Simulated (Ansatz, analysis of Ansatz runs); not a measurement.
**CsLi2Br3 (Immm), V_Br hop (4.0 Å): barriers by charge state**

Aim: compare the barrier of one jump in CsLi2Br3 (Immm) across charge states. The case: V_Br hop (4.0 Å), in a cell of 72 host atoms with 1 Br taken out.

Program: analysis of Ansatz runs 0.2.0. Level of theory: migration barriers of one hop by charge state from climbing-image bands, PBEsol; no image-charge correction, which largely cancels along a path. Results are calculated unless marked as measured.

## (1) The starting structure

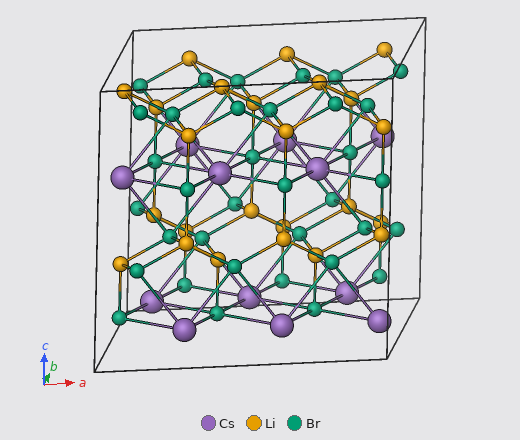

The cell as given, slightly off an axis (caesium purple, lithium orange, bromine teal).

The cell holds 71 atoms: 12 Cs, 24 Li and 35 Br. Cell: a = 13.853 Å, b = 11.980 Å, c = 13.179 Å, α = 90.0°, β = 90.0°, γ = 67.3°. It derives from CsLi2Br3 (space group Immm). Nearest the centre at fractional (0.458, 0.625, 0.890): Li30 at 1.75 Å, Br45 at 2.01 Å, Cs25 at 3.06 Å, Cs48 at 3.06 Å, Br20 at 3.51 Å, Br43 at 3.51 Å, Li33 at 3.74 Å, Li56 at 3.74 Å.

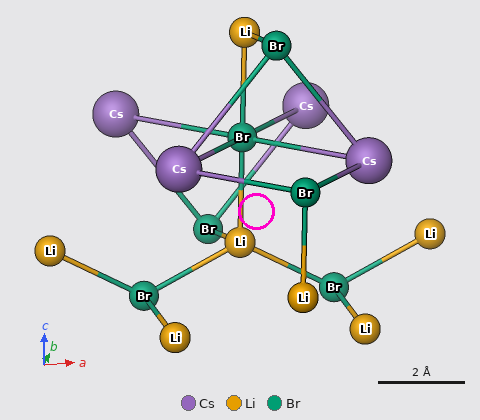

The atoms within 5 Å of the centre. A ring marks the centre wherever it is empty.

Coordinates:

```xyz
71
Lattice="13.8531 0.0000 0.0000 4.6177 11.0537 0.0000 0.0000 0.0000 13.1792" Properties=species:S:1:pos:R:3 pbc="T T T"
Cs    2.3089    5.5269    0.0000
Cs    4.6177    8.2903    6.5896
Cs    2.3089    0.0000    0.0000
Cs    4.6177    2.7634    6.5896
Li    2.3089    5.5269    4.0586
Li    4.6177    8.2903   10.6482
Li    2.3089    0.0000    4.0586
Li    4.6177    2.7634   10.6482
Li    2.3089    5.5269    9.1205
Li    4.6177    8.2903    2.5309
Li    2.3089    0.0000    9.1205
Li    4.6177    2.7634    2.5309
Br    0.0000    0.0000   10.3044
Br    2.3089    2.7634    3.7148
Br    4.6177    5.5269   10.3044
Br    6.9266    8.2903    3.7148
Br    0.0000    0.0000    2.8747
Br    2.3089    2.7634    9.4643
Br    4.6177    5.5269    2.8747
Br    6.9266    8.2903    9.4643
Br    2.3089    5.5269    6.5896
Br    4.6177    8.2903    0.0000
Br    2.3089    0.0000    6.5896
Br    4.6177    2.7634    0.0000
Cs    6.9266    5.5269    0.0000
Cs    9.2354    8.2903    6.5896
Cs    6.9266    0.0000    0.0000
Cs    9.2354    2.7634    6.5896
Li    6.9266    5.5269    4.0586
Li    9.2354    8.2903   10.6482
Li    6.9266    0.0000    4.0586
Li    9.2354    2.7634   10.6482
Li    6.9266    5.5269    9.1205
Li    9.2354    8.2903    2.5309
Li    6.9266    0.0000    9.1205
Li    9.2354    2.7634    2.5309
Br    4.6177    0.0000   10.3044
Br    6.9266    2.7634    3.7148
Br   11.5443    8.2903    3.7148
Br    4.6177    0.0000    2.8747
Br    6.9266    2.7634    9.4643
Br    9.2354    5.5269    2.8747
Br   11.5443    8.2903    9.4643
Br    6.9266    5.5269    6.5896
Br    9.2354    8.2903    0.0000
Br    6.9266    0.0000    6.5896
Br    9.2354    2.7634    0.0000
Cs   11.5443    5.5269    0.0000
Cs   13.8531    8.2903    6.5896
Cs   11.5443    0.0000    0.0000
Cs   13.8531    2.7634    6.5896
Li   11.5443    5.5269    4.0586
Li   13.8531    8.2903   10.6482
Li   11.5443    0.0000    4.0586
Li   13.8531    2.7634   10.6482
Li   11.5443    5.5269    9.1205
Li   13.8531    8.2903    2.5309
Li   11.5443    0.0000    9.1205
Li   13.8531    2.7634    2.5309
Br    9.2354    0.0000   10.3044
Br   11.5443    2.7634    3.7148
Br   13.8531    5.5269   10.3044
Br   16.1620    8.2903    3.7148
Br    9.2354    0.0000    2.8747
Br   11.5443    2.7634    9.4643
Br   13.8531    5.5269    2.8747
Br   16.1620    8.2903    9.4643
Br   11.5443    5.5269    6.5896
Br   13.8531    8.2903    0.0000
Br   11.5443    0.0000    6.5896
Br   13.8531    2.7634    0.0000
```

The cell's shortest repeat is 12.0 Å.

## (2) The bands

Climbing-image bands with Ansatz at one point at (¼, ¼, ¼), on 1 × NVIDIA GB200 with 32 threads of Arm Neoverse V2, shared host:

| charge | moment (μB) | images | iterations | energies along the band (eV) | time |
| --- | --- | --- | --- | --- | --- |
| +1 | 0 | 5 | 6 | 0.00, 0.14, 0.53, 0.72, 0.60, 0.40, 0.34 | 30 s |
| 0 | 1 | 5 | 11 | 0.00, 0.13, 0.65, 1.03, 0.64, 0.18, 0.06 | 57 s |

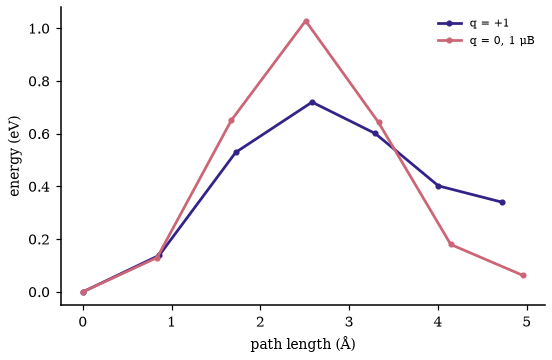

Energy along the path, by charge.

## (3) Barriers and rates

Arrhenius rates with an assumed prefactor of 1e13 per second. Table of hop rate by temperature:

| temperature (K) | charge +1 (1/s) | charge +0, moment 1 (1/s) |
| --- | --- | --- |
| 200 | 7.1e-6 | 1.2e-13 |
| 300 | 8.00 | 5.3e-5 |
| 400 | 8456 | 1.10 |
| 600 | 8.9e6 | 22916 |
| 800 | 2.9e8 | 3.3e6 |
| 1000 | 2.3e9 | 6.5e7 |

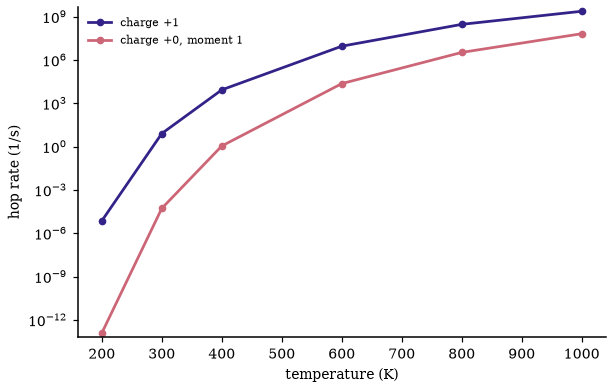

Hop rate against temperature.

## (4) Summary of results

| Quantity | Value |
| --- | --- |
| barrier at charge plus 1 | 0.72 eV |
| barrier at charge 0, 1 μB | 1.03 eV |

In words: The barrier is lowest at charge +1 (0.72 eV) and highest at 0 (1.03 eV). No image-charge correction is applied. Keep in mind: one k-point off the zone centre stands for the whole zone; spin–orbit coupling, which can matter with heavy atoms, is left out.

[Logs are printed without paths, hosts, clocks, repeated set-up lines and the standing remarks that a program may print on its own settings, such as how far it seeks lower states.]

[Hosts, paths, dates, database ids (printed as entryN), source tags and the programs' standing remarks are cut or masked in the printed files.]
